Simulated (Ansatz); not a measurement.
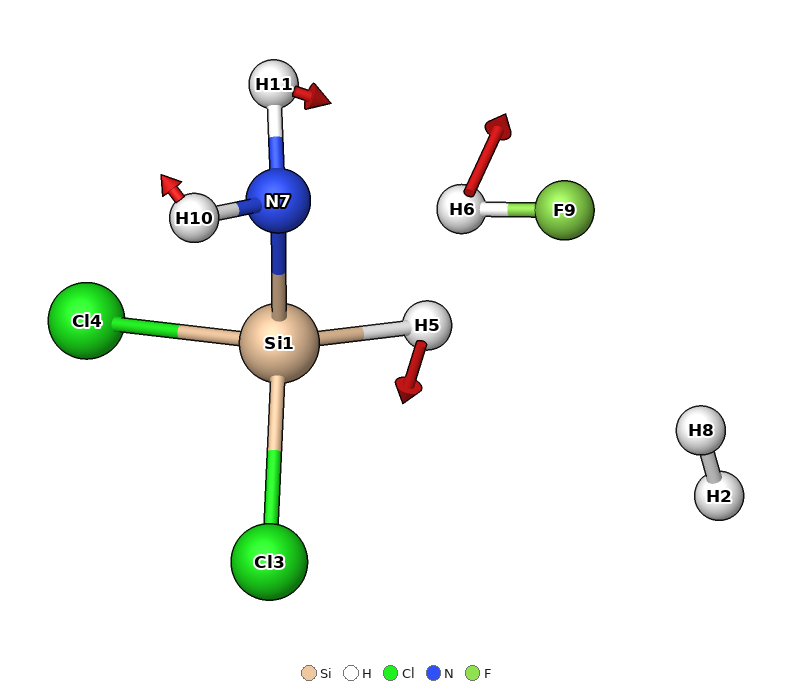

The arrows show one normal mode. Harmonic vibrations computed with RKS PBE0-D4/def2-TZVP (Ansatz 0.2.0) at a stationary point of the same level.

> Describe the motion.

Mostly angle bending.

> At what wavenumber does it lie?

892 cm⁻¹; it is mode 19 of 27 counted from the lowest.
